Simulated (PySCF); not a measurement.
```xyz
15
charge 0, multiplicity 1
C     2.2876   -0.5321   -0.5753
Si    0.8994   -0.2270    0.6949
Si   -1.0614   -1.4714    0.2428
Si   -2.2060    0.5306   -0.2315
Si   -0.2873    1.7836    0.3103
H     2.7021   -1.5322   -0.4878
H     1.9106   -0.4224   -1.5883
H     3.1051    0.1724   -0.4521
H     1.5512   -0.4109    2.0072
H    -1.6030   -2.2515    1.3638
H    -0.9945   -2.4675   -0.8363
H    -2.7042    0.6776   -1.6065
H    -3.4053    0.7987    0.5727
H    -0.4303    2.6775    1.4678
H     0.2315    2.6826   -0.7311
```

What structure does this define?

It has 15 atoms: 1 carbon, 10 hydrogen and 4 silicon (CH₁₀Si₄). Its SMILES string is `C[SiH]1[SiH2][SiH2][SiH2]1`. Independent rings (smallest set): 1 of 4 members. Among its groups: Si–H bond. The point group is Cs. Coordination, clear cases only: 1 C tetrahedral.

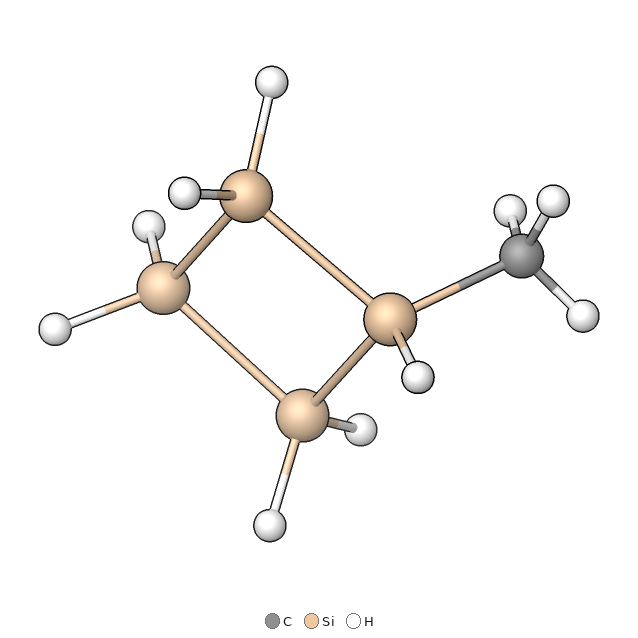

Simulated data, not a measurement (program: PySCF).
